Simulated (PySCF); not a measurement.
SMILES CB(C)[SiH2][Si](Cl)(Cl)Cl at its GFN2-xTB optimised geometry (Å):

```
16

Si    -1.1039     2.0494     2.2346
Cl     0.6890     2.0680     3.2207
Cl    -1.9425     3.8670     2.5778
Cl    -2.2531     0.7006     3.2551
Si    -0.8269     1.4030     0.0000
B      0.1542    -0.3055     0.0000
C     -0.6445    -1.6541     0.1383
C      1.7259    -0.3055     0.0000
H     -2.1834     1.3929    -0.5806
H     -0.1777     2.5447    -0.6727
H     -1.3054    -1.8021    -0.7165
H     -0.0263    -2.5447     0.2305
H     -1.3063    -1.6191     1.0046
H      2.1834    -1.2701    -0.2104
H      2.0519    -0.0168     1.0023
H      2.1640     0.4316    -0.6707
```

Calculation: PBE0/def2-TZVP run with PySCF 2.14.0. Cells within 0.4 Å of a nucleus heavier than hydrogen are left out (blank, or x).

Map of the deformation density (molecule minus spherical neutral atoms) (e/bohr³) on the plane z = 0.0 Å:

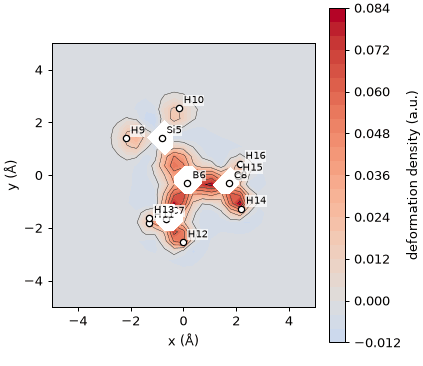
Figure: Deformation density (molecule minus spherical neutral atoms) (e/bohr³) on the plane z = 0.0 Å.
